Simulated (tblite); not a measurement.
**C5H6SSi: frequency calculation**

System: C5H6SSi, SMILES CC#CC1=C[SiH2]S1.
Method: GFN2-xTB harmonic vibrations, gas phase (tblite 0.8.0).

It belongs to a series of runs on one base structure; here: H on C replaced by propynyl.

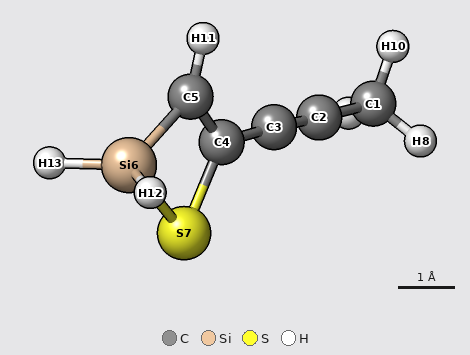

Fig. 1: The structure as given in the input (ball-and-stick view, seen at a tilt; atoms are numbered from 1 in the order of the input). Bond lengths as drawn: C–C 1.21 to 1.44 Å, C–H 1.08 to 1.09 Å, C–S 1.79 Å, C–Si 1.86 Å, H–Si 1.45 Å and S–Si 2.21 Å.

Summary

| quantity | value |
| --- | --- |
| outcome | converged |
| total energy | −507.7248 eV |
| zero-point energy | 53.3280 kcal/mol |
| hardware | 1 CPU thread, shared host |
| wall time | 0.72 s |
| peak memory | 0.18 GiB |

Input file
```
{"job": {"kind": "ir", "xc": "GFN2-xTB", "basis": "xTB"}, "charge": 0, "multiplicity": 1}
C     -3.281051    -0.041839     0.053110
C     -1.839820    -0.040460     0.020982
C     -0.633916    -0.026724     0.027737
C      0.758945    -0.035848    -0.030913
C      1.675833     0.320729     0.899854
Si     3.228125    -0.029640    -0.071919
S      1.623410    -0.577141    -1.496292
H     -3.670842     0.551070    -0.774515
H     -3.652464    -1.062342    -0.043407
H     -3.637247     0.380310     0.992886
H      1.437877     0.688159     1.883913
H      3.983482     1.091695    -0.608656
H      4.003280    -1.217483     0.250899
```

The first line tells a small driver script what to run in tblite; the rest is the geometry in Å.

Launch command:
```bash
OMP_NUM_THREADS=1 python <driver script> task.json out
```

The program's output
```
mode    cm-1     km/mol
  1      19.3      0.21
  2      80.0      4.85
  3      83.4      3.30
  4     199.9      0.09
  5     262.1      0.61
  6     306.4      0.19
  7     362.0      0.83
  8     407.3     36.42
  9     417.9      3.05
 10     458.0     12.83
 11     486.7     48.32
 12     530.2     23.67
 13     578.7     69.86
 14     631.8     30.56
 15     705.7     30.27
 16     736.8    271.20
 17     825.7     84.56
 18     889.1     78.60
 19    1011.9     11.39
 20    1023.8     10.57
 21    1143.9     38.01
 22    1219.1     43.42
 23    1384.5      5.97
 24    1445.5      6.40
 25    1446.8      8.42
 26    1555.8     66.37
 27    2324.6    385.64
 28    2328.7    233.47
 29    2344.2    150.57
 30    2998.1     15.71
 31    3000.4     18.48
 32    3007.0     25.99
 33    3088.2     24.87
```

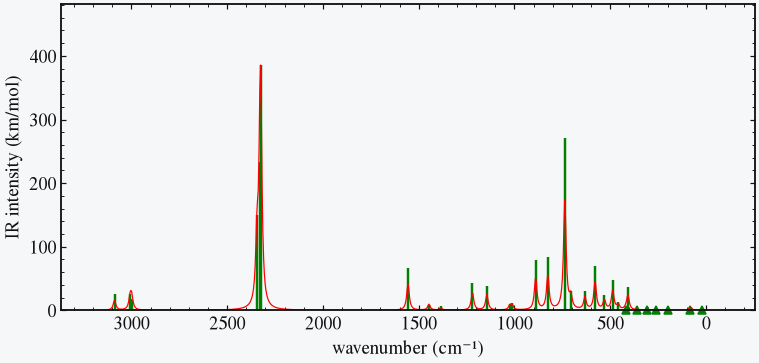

Fig. 2: Harmonic infrared spectrum, unscaled: sticks (degenerate modes added up, dark ones marked on the axis) with a Lorentzian envelope of 16 cm⁻¹ full width, scaled to the tallest stick. 33 modes from 19 to 3088 cm⁻¹, none imaginary. The strongest line is at 2325 cm⁻¹ (386 km/mol).
